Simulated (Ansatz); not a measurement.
## Effect of H interstitial (started 1.97 Å from the nearest host atom), symmetric start on ZrN

Take a 24-atom supercell of ZrN in the rock salt structure (space group Fm-3m, No. 225; a = 4.553 Å) at its relaxed geometry as the base.

Now apply this change: one H atom is added in an open site, starting 1.97 Å from the nearest host atom, atoms relaxed at fixed cell.

Computed with PBEsol/PAW in Ansatz (a first-principles code), no SOC, earlier PAW set. k-mesh 6×5×6 (Γ-centred); smearing 0.05 eV (Fermi–Dirac).

- Pressure = 2.5 GPa (base 0.0 GPa)
- Largest displacement of a host atom from its site in the perfect cell = 0.11 Å
- Final site of the added atom = 4 Zr at 1.95 Å (tetrahedral)

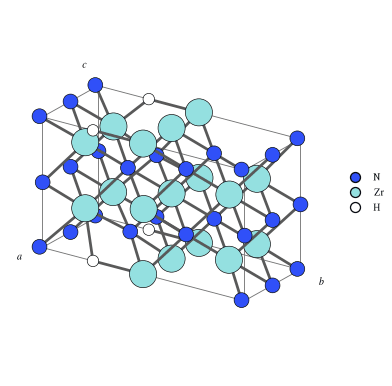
The relaxed cell after the change

In so small a cell the defect repeats every few ångströms: this is an ordered compound, not a dilute defect. The defect started on the symmetric site and kept its symmetry, so it may sit on a saddle. All final runs are without spin polarisation. An odd electron count without spin: Zr12HN12 and ZrN. The defect cell is not spin-polarised.
